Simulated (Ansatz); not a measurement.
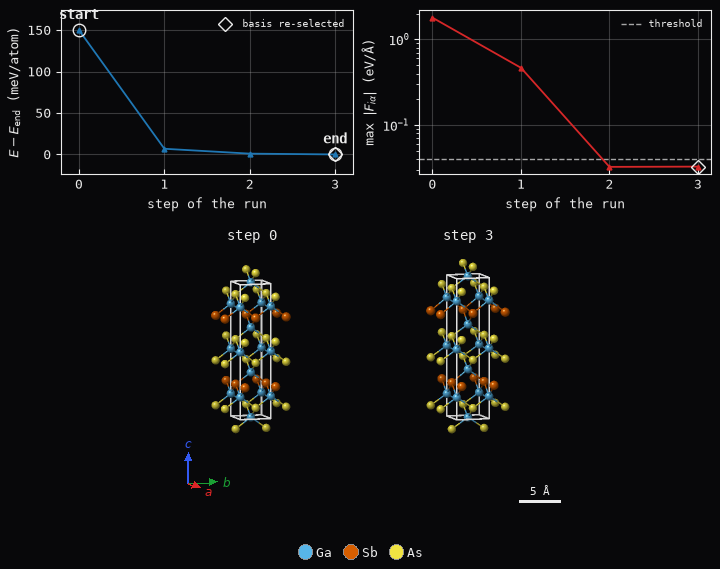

First and last geometry of a relaxation of a crystal of Ga3SbAs2 (a generated structure, set up in I-4m2) (coarse preliminary run), with the history of the run. Style: ball-and-stick. Shown: the conventional cell (2 times the calculation's cell), slightly off an axis. Lengths and directions refer to the drawn axes.

Level of theory: DFT PBE, scalar-relativistic, plane waves, PAW (Ansatz). (plane-wave cutoff 420 eV; k-point mesh 6 × 6 × 6; occupations gaussian; smearing width 0.1 eV; no spin polarisation; cell and atoms relaxed; force threshold 0.04 eV/Å; at most 70 steps)

### Did the run converge, and what did it change?

It converged. The largest moves relative to the cell, 0.14 Å, are those of Ga atoms. By element the largest moves are Ga 0.14 Å, As 0.07 Å. Sb stays in place. Cell: a = b 3.977 → 4.193 Å (+5.4 %), c 16.875 → 17.668 Å (+4.7 %). Volume +16.3 %. Some distances before and after: Ga–Sb 2.436 → 2.642 Å, As–Ga 2.436 → 2.522 Å. Bond angles that change, for instance: Sb–Ga–Sb 109.5° → 105.0°, Ga–Sb–Ga 109.5° → 105.0°, As–Ga–As 109.5° → 112.4°. The space group stays I-4m2 (No. 119). After 2 accepted moves (3 points after the start) the energy has fallen by 150 meV per atom. Largest force component: 1.8 eV/Å at the start, 0.033 eV/Å at the end. The pressure goes from 11.99 to −0.25 GPa. The SCF was repeated once at an unchanged geometry on a basis and grid sized afresh for the cell, which shifted the energy by 1.0 meV per atom at most. The run took 3 min on 1 thread of Intel(R) Xeon(R) Processor @ 2.50GHz (Skylake/Cascade Lake) (shared host), peak memory 0.53 GiB.
